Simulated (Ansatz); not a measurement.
# A computed series for SiC: response to strain

The parent structure is SiC in the wurtzite structure (space group P6_3mc, No. 186; a = 3.0755 Å, c = 5.0486 Å). Axes: x lies along a and z along c of the hexagonal cell.

Strains are applied to the cell and any free atomic positions relax; under biaxial strain the out-of-plane vector relaxes too.

Method: r2SCAN (Ansatz, an electronic-structure program; PAW; 500 eV plane waves; scalar-relativistic without spin-orbit coupling), earlier PAW set.

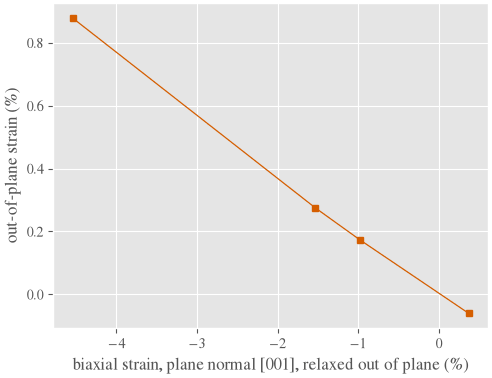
Figure: Out-of-plane strain against biaxial strain, plane normal [001], relaxed out of plane

```json
[
 {"biaxial strain, plane normal [001], relaxed out of plane (%)": "-4.54", "out-of-plane strain": "+0.88 %"},
 {"biaxial strain, plane normal [001], relaxed out of plane (%)": "-1.53", "out-of-plane strain": "+0.27 %"},
 {"biaxial strain, plane normal [001], relaxed out of plane (%)": "-0.98", "out-of-plane strain": "+0.17 %"},
 {"biaxial strain, plane normal [001], relaxed out of plane (%)": "0.37", "out-of-plane strain": "-0.06 %"}
]
```

No phonon test of stability was made.
